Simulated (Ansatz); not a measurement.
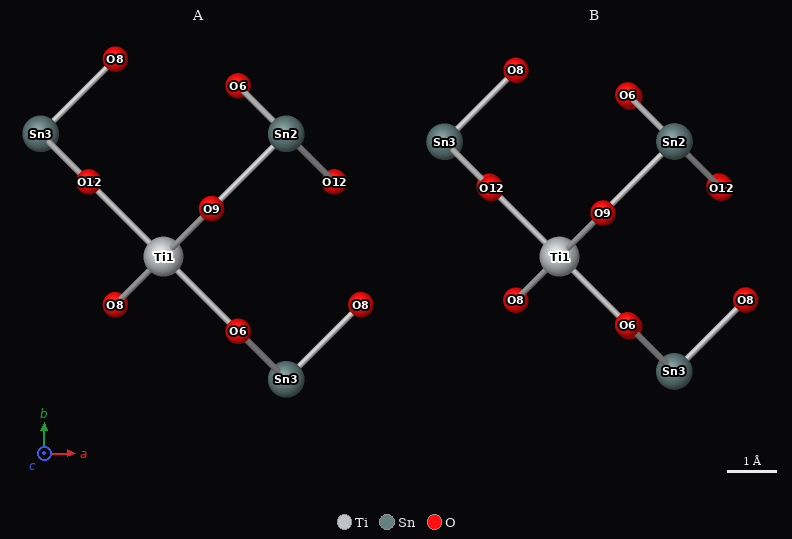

Two geometries of crystalline TiSn₃O₈ (a generated structure, set up in Cmmm) (coarse preliminary run), drawn at one scale. One is the start of a relaxation, the other its converged end. Style: ball-and-stick. Shown: the atoms within 4.2 Å of the atom that moves most (axes of the cell of the calculation), along the c axis.

Theory: DFT PBE, scalar-relativistic, plane waves, PAW in Ansatz. Set-up: plane-wave cutoff 420 eV; k-point mesh 4 × 4 × 4; occupations gaussian; smearing width 0.1 eV; collinear spin; cell and atoms relaxed; force threshold 0.04 eV/Å; at most 70 steps.

Which geometry has the lower energy?

Structure B is the relaxed one. The largest moves relative to the cell, 0.085 Å, are those of O atoms. Largest moves by element: O 0.085 Å, Sn 0.030 Å. Ti stays in place. The drawn cell changes as follows: a = b 5.103 → 4.778 Å (−6.4 %), c 6.566 → 6.360 Å (−3.1 %), γ 90.0° → 89.9°; the volume changes by −15.1 %. Near-neighbour distances that change, for instance: O–Ti 2.196 → 2.005 Å, O–Ti 2.165 → 1.986 Å, O–Sn 2.196 → 2.067 Å, O–Sn 2.196 → 2.100 Å. Bond angles that change, for instance: Sn–O–Sn 130.7° → 126.4°, Ti–O–Sn 98.6° → 102.2°, O–Sn–O 81.4° → 77.9°. The space group stays Cmmm (No. 65). The energy falls by 2.267 eV per cell of the calculation in 6 accepted moves (8 points after the start). Largest force component: 1.3 eV/Å at the start, 0.0089 eV/Å at the end. The pressure goes from −20.50 to −0.02 GPa. At 2 points the geometry stayed and the basis and grid were re-selected for the new cell (energy shift of 54.6 meV per cell of the calculation at most each time). The program noted that the starting moments weren't kept. The run took 96 s on 4 threads of Arm Neoverse V1, with other jobs on the host, peak memory 0.82 GiB.
